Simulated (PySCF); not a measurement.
## Electronic structure of C5H11Si (SMILES C[Si](C)C1CC1) (doublet) in real space

```xyz
17

C    -1.5381    1.3368    1.1114
Si   -0.8053   -0.2234    0.2931
C    -1.8230   -0.7329   -1.2384
C     0.9922    0.0968   -0.2057
C     2.1069   -0.0525    0.7908
C     1.9734   -1.0348   -0.3246
H    -0.9615    1.6446    1.9783
H    -2.5613    1.1703    1.4336
H    -1.5454    2.1684    0.4082
H    -1.4102   -1.6139   -1.7201
H    -1.8333    0.0704   -1.9738
H    -2.8534   -0.9493   -0.9735
H     1.1350    0.8969   -0.9286
H     2.9233    0.6542    0.7598
H     1.8594   -0.3817    1.7889
H     2.6984   -1.0059   -1.1250
H     1.6360   -2.0320   -0.0844
```

Geometry: GFN2-xTB.

The calculation used UKS B3LYP, pcH-1 on C H Si, non-relativistic, mean-field spin-orbit, GIAO (PySCF).

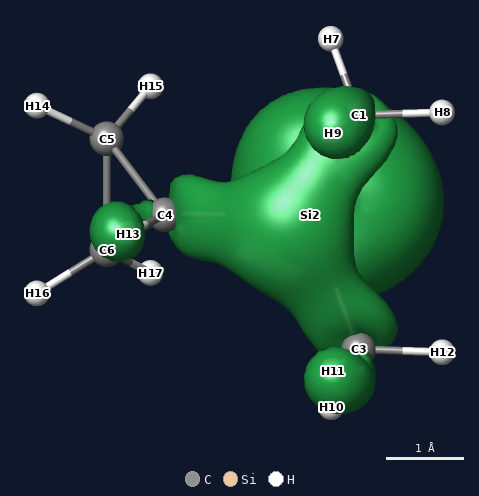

Figure 1. Isosurface of the spin density at +0.015 e/Å³ (green), seen at a tilt.

Describe the spin distribution.

Answer. The unpaired spin (1 electron) lies mostly on Si2 (about 0.7), in electrons by Hirshfeld's partition.

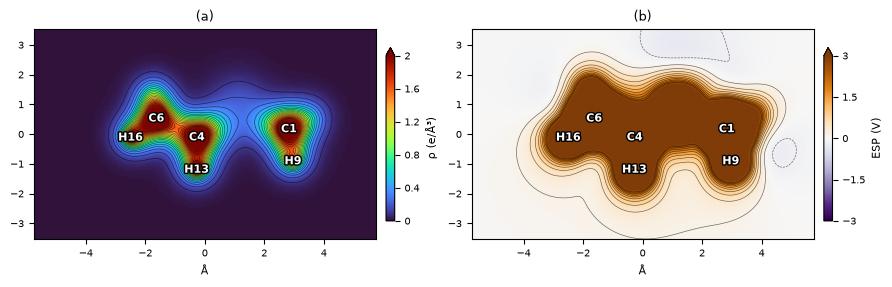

Figure 2. (a) total electron density; (b) molecular electrostatic potential on the plane of atoms C6, C4 and H13.

Describe what can be read from this map.

Answer. The section cuts through C and H sites.
C–C (1.50 Å): ρ at the midpoint is about 1.6 e/Å³.
C–H (1.09 Å): the density is about 1.9 e/Å³ at the midpoint.
The potential has no marked negative region in this plane.

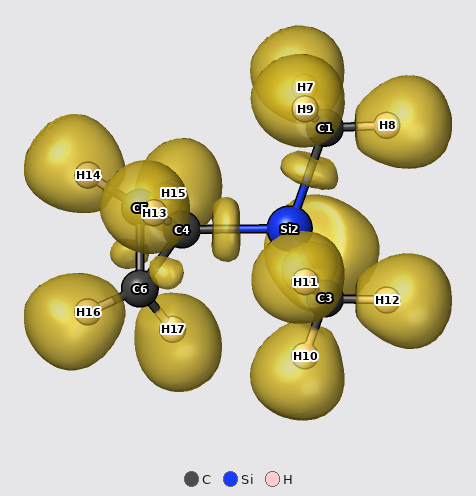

Figure 3. Isosurface of the ELF at 0.85 (yellow), seen at a tilt. Core shells and regions of very low density are left out.

Describe the localisation domains.

Answer. The surface consists of three regions between bonded C–C atoms (shared pairs), three regions between bonded C–Si atoms (shared pairs), eleven regions around hydrogen nuclei and one lobe on Si, pointing away from the bonds (non-bonding electrons).


C–C (1.49 Å): the ELF peaks at about 0.90 between the atoms: a covalent bond. C–Si (1.89 Å): the ELF peaks at about 0.95 between the atoms: localised, covalent bonding.
